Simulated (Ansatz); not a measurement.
# triplet InH2F at 6 levels

We compute a comparison of 6 runs (U-r2SCAN/STO-3G, U-wB97M-V/STO-3G, U-wB97X/STO-3G, UB3LYP/STO-3G, UCAM-B3LYP/STO-3G, UMP2/STO-3G) of triplet InH2F. 

The calculation is run with Ansatz 0.2.0.

57 further runs of the same task are left out: 3 that didn't finish, 54 set aside as unsound or not needed.

## Step 1: The molecule

The species is InH2F (4 atoms), meant as a triplet with charge 0. As SMILES of the parent species, `[F][InH2]`. The shape is that of a PBE0-D4/def2-TZVP optimisation. That shape belongs to the parent species and isn't relaxed for this state.

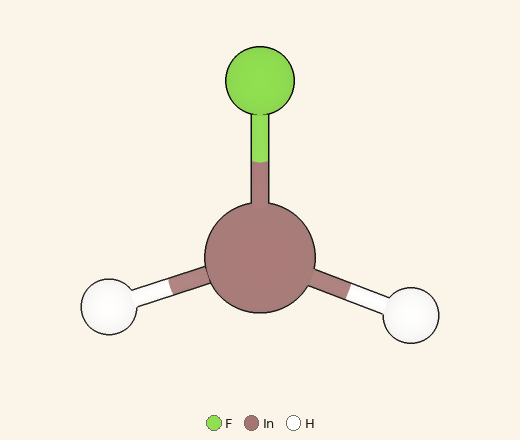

The structure, seen from a chosen angle (fluorine green, indium brown, hydrogen white).

## Step 2: The energy at U-r2SCAN/STO-3G (run 1)

run.yaml reads:

```yaml
crystal:
  periodic: [false, false, false]
  atoms:
    - {symbol: F, position_ang: [-1.631800, -0.629400, 0.188600]}
    - {symbol: In, position_ang: [0.194400, 0.052300, -0.026300]}
    - {symbol: H, position_ang: [1.304300, -0.965100, 0.767900]}
    - {symbol: H, position_ang: [0.188600, 1.481900, -0.950400]}
basis:
  gaussian: {orbitals: STO-3G}
magnetization: {spin_polarized: true, initial_magnetization: 2}
hamiltonian: {xc: r2scan}
accuracy: high
```

Started as:

```
ansatz run run.yaml --threads 1 --pin off --max-ram 2610MiB --events-out events.jsonl --progress --plain --runs-dir runs
```

The log of the run:

```text
Warning: RAYON_NUM_THREADS=1 ignored (pool sized by the plan → 1); use --threads N
Functional definition: r2SCAN
  name "r2SCAN"
  parameter k0 = 0.174
  parameter k1 = 0.065
  parameter a1 = 4.9479
  exchange = r2scan_x(k0 = k0, k1 = k1, a1 = a1)
  correlation = r2scan_c
622 factors; integrals over basis functions are off by at most 4.0e-9 eV
mean field evaluation 1: about -157393.1111 eV, gradient 3.1e1 eV
mean field evaluation 2: about -157360.3300 eV, gradient 7.2e1 eV
mean field evaluation 4: about -157398.3637 eV, gradient 2.1e1 eV
mean field evaluation 8: about -157402.9854 eV, gradient 2.3e-1 eV
mean field evaluation 16: about -157402.9470 eV, gradient 2.8e-4 eV
mean field evaluation 32: about -157402.4600 eV, gradient 3.5e0 eV
mean field -157402.94695832 eV, -5784.4516091687 hartree, gradient 9.0e-8 eV, S^2 2.002762; 7 other end points of the search recorded, 0 dependent functions left out
reference -157402.94695911 eV, -5784.4516091980 hartree; 31, 29 occupied and 3, 5 virtual orbitals, 622 factors
Total energy: -157402.94695911 eV, -5784.4516091980 hartree
```

It took 9.6 s on 1 thread of Arm Neoverse V2, shared host; peak memory 0.23 GiB.

## Step 3: The energy at U-wB97M-V/STO-3G (run 2)

molecule.yaml reads:

```yaml
crystal:
  periodic: [false, false, false]
  atoms:
    - {symbol: F, position_ang: [-1.631800, -0.629400, 0.188600]}
    - {symbol: In, position_ang: [0.194400, 0.052300, -0.026300]}
    - {symbol: H, position_ang: [1.304300, -0.965100, 0.767900]}
    - {symbol: H, position_ang: [0.188600, 1.481900, -0.950400]}
basis:
  gaussian:
    orbitals: STO-3G
accuracy: high
magnetization:
  spin_polarized: true
  initial_magnetization: 2
hamiltonian:
  xc: {name: wB97M-V}
```

Started as:

```
ansatz run molecule.yaml --threads 1 --pin off --max-ram 2610MiB --events-out events.jsonl --progress --plain --runs-dir runs
```

The log of the run (excerpt; [...] marks lines left out):

```text
Warning: RAYON_NUM_THREADS=1 ignored (pool sized by the plan → 1); use --threads N
Functional definition: wB97M-V
  name "wB97M-V"
[...]
  gx(w, u) = 1 - cx + cx01*u + cx10*w
  gss(w, u) = css00 + css04*u^4 + css10*w + css20*w^2 + css43*w^4*u^3
  gos(w, u) = cos00 + cos10*w + (cos20 + cos21*u)*w^2 + (cos60 + cos61*u)*w^6
[...]
      + integral(e_c_pw_mod_opposite_spin*gos(b97_w_opposite, b97_u_opposite)) + vv10(b, c)
622 factors; integrals over basis functions are off by at most 4.0e-9 eV
137 factors; integrals over basis functions are off by at most 7.7e-10 eV
[...]
mean field -157400.85118678 eV, -5784.3745909853 hartree, gradient 9.4e-8 eV, S^2 2.001628; 4 other end points of the search recorded, 0 dependent functions left out
reference -157400.85118901 eV, -5784.3745910673 hartree; 31, 29 occupied and 3, 5 virtual orbitals, 622 factors
Total energy: -157400.85118901 eV, -5784.3745910673 hartree
```

It took 40 s on 1 thread of Arm Neoverse V2, shared host; peak memory 0.54 GiB.

Runs 3 to 4 aren't shown in full; the table further down has their settings and results.

## Step 4: The energy at UCAM-B3LYP/STO-3G (run 5)

input.yaml reads:

```yaml
crystal:
  periodic: [false, false, false]
  atoms:
    - symbol: F
      position_ang: [-1.631800, -0.629400, 0.188600]
    - symbol: In
      position_ang: [0.194400, 0.052300, -0.026300]
    - symbol: H
      position_ang: [1.304300, -0.965100, 0.767900]
    - symbol: H
      position_ang: [0.188600, 1.481900, -0.950400]
basis:
  gaussian:
    orbitals: STO-3G
accuracy: high
magnetization:
  spin_polarized: true
  initial_magnetization: 2
hamiltonian:
  xc: {name: CAM-B3LYP}
```

Started as:

```
ansatz run input.yaml --threads 1 --pin off --max-ram 2610MiB --events-out events.jsonl --progress --plain --runs-dir runs
```

The log of the run (excerpt; [...] marks lines left out):

```text
Warning: RAYON_NUM_THREADS=1 ignored (pool sized by the plan → 1); use --threads N
Functional definition: CAM-B3LYP
  name "CAM-B3LYP"
[...]
622 factors; integrals over basis functions are off by at most 4.0e-9 eV
142 factors; integrals over basis functions are off by at most 6.6e-10 eV
[...]
mean field -157401.81820298 eV, -5784.4101281750 hartree, gradient 6.8e-8 eV, S^2 2.002113; 4 other end points of the search recorded, 0 dependent functions left out
reference -157401.81821498 eV, -5784.4101286161 hartree; 31, 29 occupied and 3, 5 virtual orbitals, 622 factors
Total energy: -157401.81821498 eV, -5784.4101286161 hartree
```

Run time: 5.1 s. Hardware: 1 thread of Arm Neoverse V2, shared host; peak memory 0.18 GiB.

## Step 5: A single-point energy at UMP2/STO-3G (run 6)

in.yaml reads:

```yaml
crystal:
  periodic: [false, false, false]
  atoms:
    - {symbol: F, position_ang: [-1.631800, -0.629400, 0.188600]}
    - {symbol: In, position_ang: [0.194400, 0.052300, -0.026300]}
    - {symbol: H, position_ang: [1.304300, -0.965100, 0.767900]}
    - {symbol: H, position_ang: [0.188600, 1.481900, -0.950400]}
basis:
  gaussian:
    orbitals: STO-3G
magnetization:
  spin_polarized: true
  initial_magnetization: 2
accuracy: high
correlation:
  method: mp2
  frozen_orbitals: {F: 1, H: 0, In: 18}
```

Started as:

```
ansatz run in.yaml --threads 1 --pin off --max-ram 2610MiB --events-out events.jsonl --progress --plain --runs-dir runs
```

The log of the run (excerpt; [...] marks lines left out):

```text
Warning: RAYON_NUM_THREADS=1 ignored (pool sized by the plan → 1); use --threads N
Functional definition: HF
  name "HF"
[...]
622 factors; integrals over basis functions are off by at most 4.0e-9 eV
[...]
mean field -157333.67132976 eV, -5781.9057767761 hartree, gradient 6.8e-9 eV, S^2 2.026242; 6 other end points of the search recorded, 0 dependent functions left out
19 core orbitals not correlated: weight in the atoms' cores, before any rotation towards them, 1.000 or more for the frozen orbitals, at most 0.000 for the correlated occupied ones
reference -157333.67132976 eV, -5781.9057767761 hartree; 12, 10 occupied and 3, 5 virtual orbitals, 622 factors
second order -0.77107480 eV of doubles, -0.00000000 eV of singles
Total energy: -157334.44240456 eV, -5781.9341132523 hartree
```

Run time: 1 s. Hardware: 1 thread of Arm Neoverse V2, shared host; peak memory 0.11 GiB.

## Step 6: Overview of the runs

```
run              level  frozen core orbitals   energy (Eh)   ⟨S²⟩  wall time
  1    U-r2SCAN/STO-3G                     –  -5784.451609  2.003      9.6 s
  2   U-wB97M-V/STO-3G                     –  -5784.374591  2.002       40 s
  3     U-wB97X/STO-3G                     –  -5784.409910  2.002       19 s
  4      UB3LYP/STO-3G                     –  -5784.272051  2.001      3.9 s
  5  UCAM-B3LYP/STO-3G                     –  -5784.410129  2.002      5.1 s
  6        UMP2/STO-3G                    19  -5781.934113  2.026        1 s
```

## Step 7: Results

| quantity | value |
| --- | --- |
| run 6: total energy | -5781.93411 Eh |
| run 6: correlation energy (19 core orbitals frozen) | -28.3 mEh |
| run 6: ⟨S²⟩ of the reference determinant | 2.026 |

Totals of different functionals can't be ranked against each other. In runs 1, 2, 3, 4, 5, 6 the basis is minimal, so the values are rough. In runs 1, 2, 3, 4, 5, 6 relativity is left out where basis or elements ask for it. All runs together took 78 s, the longest 40 s.
